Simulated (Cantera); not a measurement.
Charge: 1 mol Si3N4, a varied amount of HF, held at 925 K and 0.340 bar.

These are equilibrium values from Cantera (NASA tables, ideal gas, pure condensed phases), not measurements of a reactor. Candidate condensed phases: Si, Si3N4; 37 gas species. The numbers say what is thermodynamically allowed, not how fast it happens.

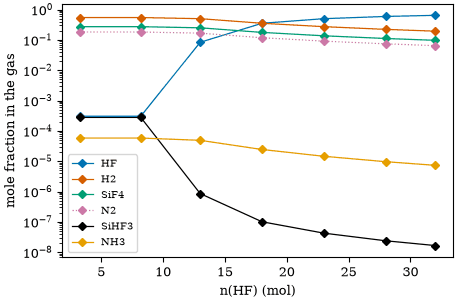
*Equilibrium gas composition (values under 1e-9 drawn at 1e-9)*

From 3.3 mol HF to 8.2 mol HF the condensed part is Si3N4(s). From 13 mol HF to 32 mol HF nothing is condensed. The main Si-bearing gas is SiF4 throughout.
